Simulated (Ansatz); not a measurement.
Start from BaTiO₃ in the cubic perovskite structure (space group Pm-3m, No. 221; a = 4.0195 Å).

Perturbation: a hydrostatic pressure of 0.9 GPa.

All numbers come from plane-wave PAW DFT at the PBE level (Ansatz, a first-principles code, 420 eV), no SOC, earlier PAW set.

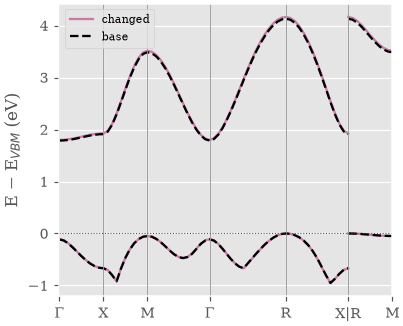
Highest valence and lowest conduction band along the path, each from its own valence-band maximum

The gap is 1.80 eV, indirect, R → Γ; the base has 1.79 eV.

Load acts through the strain it causes; cell and atoms are relaxed under it. No phonon test of stability was made. The final runs are not spin-polarised. Many cubic perovskites are stable only at high temperature; tilts and polar distortions were not tested. This is not the structure that BaTiO3 has at room temperature and ambient pressure.
